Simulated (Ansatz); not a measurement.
# Tl2Te (model cell, started as cuprite): following an unstable mode, part 3 of 3

Which phase does Tl2Te (model cell, started as cuprite) fall into along its unstable mode, and how much energy does it gain?

Ansatz 0.2.0; DFT PBEsol, scalar-relativistic, plane waves, PAW.

So far. Step 4 (The mode frozen in, largest atomic shift 0.32 Å): The run ends at a pressure of 0.12 GPa, with forces up to 0.19 eV/Å. Step 5 (Energy along the mode, all amplitudes (two of the runs …): The lowest of the steps tried is at 0.32 Å, 4.88 meV/atom below the parent; the bottom of the well need not coincide with a step.

The structure was built from a prototype and need not be the compound's stable phase.

In doubt: the program warns that the response may not be converged on this k-mesh (step 2), which bears on dielectric and field responses.

## 6. Relaxing from the distorted cell (continued)

Relaxation path (22 of 23):

| step | energy less that of the first step (eV) | largest force component (eV/Å) | pressure (GPa) | volume (Å³) |
| --- | --- | --- | --- | --- |
| 1 | 0.0000 | 0.1336 | 0.12 | 777.92 |
| 2 | -0.2115 | 0.1401 | -0.15 | 772.82 |
| 3 | -0.6219 | 0.1819 | -0.42 | 753.32 |
| 4 | -1.2076 | 0.2042 | -0.64 | 722.23 |
| 5 | -1.7571 | 0.1374 | -0.65 | 682.52 |
| 6 | -1.7891 | 0.3459 | 0.16 | 614.14 |
| 7 | -2.0182 | 0.0913 | -0.11 | 623.68 |
| 8 | -2.0938 | 0.0671 | -0.10 | 611.09 |
| 9 | -2.2615 | 0.1267 | -0.01 | 588.82 |
| 10 | -2.4783 | 0.1315 | -0.16 | 568.00 |
| 11 | -2.7460 | 0.1977 | -0.15 | 541.47 |
| 13 | -3.2760 | 0.2045 | 0.43 | 473.17 |
| 14 | -3.2959 | 0.2818 | -0.03 | 479.09 |
| 15 | -3.0958 | 0.5111 | 1.34 | 461.37 |
| 16 | -3.3860 | 0.1052 | 0.05 | 479.64 |
| 17 | -3.5561 | 0.1298 | 0.39 | 474.48 |
| 18 | -3.6798 | 0.0720 | 0.20 | 479.18 |
| 19 | -3.0749 | 0.2033 | -2.18 | 550.13 |
| 20 | -3.6909 | 0.0061 | 0.06 | 482.77 |
| 21 | -3.6909 | 0.0023 | 0.00 | 484.00 |
| 22 | -3.6909 | 0.0015 | 0.00 | 484.05 |
| 23* | -3.6823 | 0.0015 | -0.02 | 484.05 |

Relaxation steps marked * repeat the geometry before them on a plane-wave basis chosen anew for their cell, so energy and pressure can jump there. Other such steps can lie between the rows shown. Relaxation steps 15, 19 were tried and not accepted.

Forces are held to the 16 operations that the run works with; a distortion that breaks them can't arise in this run.

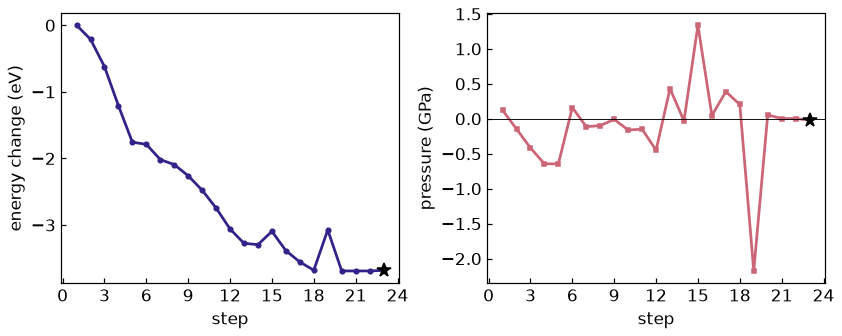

Energy and pressure along the relaxation. Stars mark steps on a basis chosen anew.

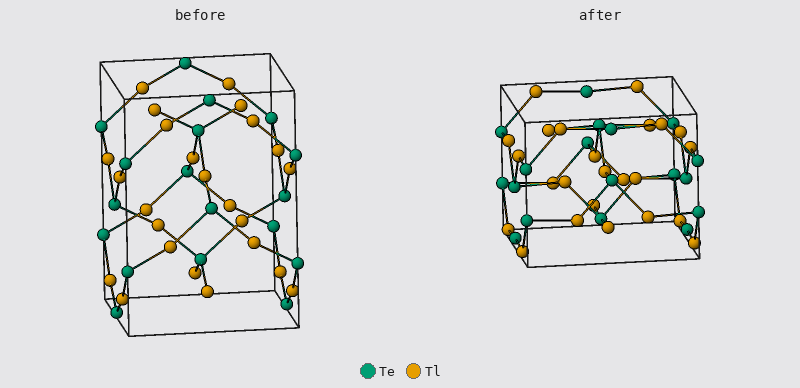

The structure before and after the relaxation, drawn at the same scale.

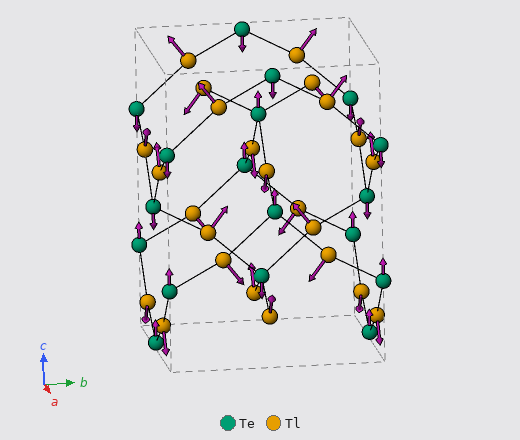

Displacements in the relaxation, exaggerated, measured against the changing cell; the longest in the cell stands for 0.70 Å. Some periodic images of atoms are drawn too.

| cell as run | before | after | change |
| --- | --- | --- | --- |
| a (Å) | 10.323 | 8.612 | -16.6 % |
| b (Å) | 10.323 | 10.424 | +1.0 % |
| c (Å) | 10.323 | 10.424 | +1.0 % |
| β (°) | 60.00 | 52.76 | -12.1 % |
| γ (°) | 60.00 | 52.76 | -12.1 % |
| volume (Å³/atom) | 64.83 | 40.34 | -37.8 % |

The atoms that moved most (Å, as changes of fractional coordinates times the final cell):

| atom | dx | dy | dz | length |
| --- | --- | --- | --- | --- |
| Tl12 | 0.300 | 0.553 | -0.300 | 0.697 |
| Tl6 | -0.300 | 0.553 | -0.300 | 0.697 |
| Tl9 | -0.300 | -0.553 | -0.300 | 0.697 |
| Tl7 | 0.300 | -0.553 | -0.300 | 0.697 |
| Tl11 | -0.300 | -0.553 | 0.300 | 0.697 |
| Tl10 | 0.300 | 0.553 | 0.300 | 0.697 |
| Tl8 | -0.300 | 0.553 | 0.300 | 0.697 |
| Tl5 | 0.300 | -0.553 | 0.300 | 0.697 |

Final coordinates:

```cif
data_structure
_symmetry_space_group_name_H-M 'P 1'
_symmetry_Int_Tables_number 1
_cell_length_a 8.6125
_cell_length_b 10.4241
_cell_length_c 10.4241
_cell_angle_alpha 90.000
_cell_angle_beta 52.759
_cell_angle_gamma 52.759
_cell_volume 484.05
loop_
_atom_site_label
_atom_site_type_symbol
_atom_site_fract_x
_atom_site_fract_y
_atom_site_fract_z
_atom_site_occupancy
Te1 Te 0.14613 0.92694 0.92694 1
Te2 Te 0.85387 0.57306 0.57306 1
Te3 Te 0.64613 0.17694 0.67694 1
Te4 Te 0.35387 0.82306 0.32306 1
Tl5 Tl 0.11226 0.23855 0.94387 1
Tl6 Tl 0.38774 0.51145 0.30613 1
Tl7 Tl 0.61226 0.19387 0.98855 1
Tl8 Tl 0.88774 0.55613 0.26145 1
Tl9 Tl 0.11226 0.64919 0.94387 1
Tl10 Tl 0.38774 0.10081 0.30613 1
Tl11 Tl 0.61226 0.19387 0.39919 1
Tl12 Tl 0.88774 0.55613 0.85081 1
```

Numbers from this step:

```
pressure          : -0.01939 GPa
volume per atom   : 40.34 Å³
gap on the k-mesh : 0 eV
```

The distorted start has space group I4_1/amd; the relaxation ends in I4_1/amd.

## 7. What came out

- unstable mode of the parent: q = (-0.5, -0.5, -0.5), 55i cm⁻¹
- depth at the lowest point sampled: 4.88 meV/atom
- largest atomic shift at that point: 0.32 Å
- space group reached (within 0.01 Å): I4_1/amd
- energy gained over the parent (first relaxation, on the mesh of the frozen mode): 312 meV/atom
- volume per atom, phase reached: 40.3 Å³

In words: Along this mode the structure falls into I4_1/amd, 312 meV/atom below the parent. At the parent's cell the well is 4.877 meV/atom deep on the steps tried, with its lowest point at a shift of 0.32 Å. Relaxing atoms and cell changes the gain by +306.80 meV/atom against the lowest step (energies at zero smearing). Most of the total comes from this relaxation. The modes of the phase reached were not computed on this path. Of the 6 patterns followed to their end from this parent, this one ends 271 meV/atom above the lowest, P4/nmm. Each path keeps the symmetry of its pattern, so a lower phase may lie along a pattern not tried. The program warns that the interpolation holds no quadrupole term, so branches close to Γ can be off in this crystal. In this run the field response is not settled by the k meshes in reach, so its dielectric tensor, Born charges and longitudinal modes are rough. The volume moved by more than a tenth on the k mesh of the start, so the energy gain is rough. Spin-orbit coupling is left out, which can matter for the heavy elements here. The starting cell was built on a prototype and not taken from a measurement, so the phase need not exist.

[Logs are printed without paths, hosts, clocks, repeated set-up lines and the standing remarks that a program may print on its own settings, such as how far it seeks lower states.]

[Hosts, paths, dates, database ids (printed as entryN), source tags and the programs' standing remarks are cut or masked in the printed files.]
